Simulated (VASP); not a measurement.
Given:

```yaml
crystal:
  lattice:
    - [4.13090, 0.00000, 0.00000]
    - [0.00000, 4.13090, 0.00000]
    - [0.00000, 0.00000, 4.13090]
  atoms:
    - { symbol: La, position: [0.00000, 0.00000, 0.00000] }
    - { symbol: B, position: [0.80054, 0.50000, 0.50000] }
    - { symbol: B, position: [0.50000, 0.19946, 0.50000] }
    - { symbol: B, position: [0.50000, 0.80054, 0.50000] }
    - { symbol: B, position: [0.19946, 0.50000, 0.50000] }
    - { symbol: B, position: [0.50000, 0.50000, 0.80054] }
    - { symbol: B, position: [0.50000, 0.50000, 0.19946] }
```

Computed with PBEsol GGA, VASP's PBE PAW potentials (set 64) (plane waves; VASP). Numerical set-up: 520 eV cut-off, 8×8×8 Γ-centred mesh, tetrahedra with Blöchl corrections, potentials La B.

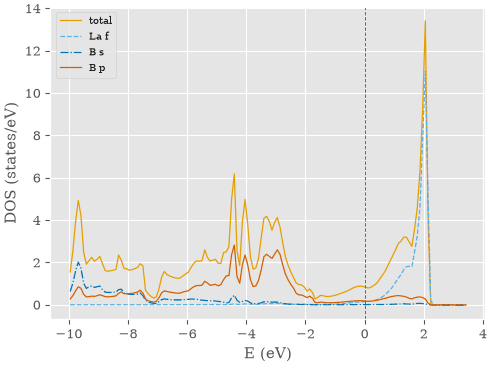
Figure: Total and projected density of states, zero at the Fermi level

Within 2 eV below the Fermi level the largest weight inside VASP's projection spheres is B p, then La d.

It has no gap at this level: it comes out as a metal or semimetal.

The compound is LaB6 in the cab6 structure. It was relaxed first. The electron count is odd and the run is not spin-polarised, which forces a metal.
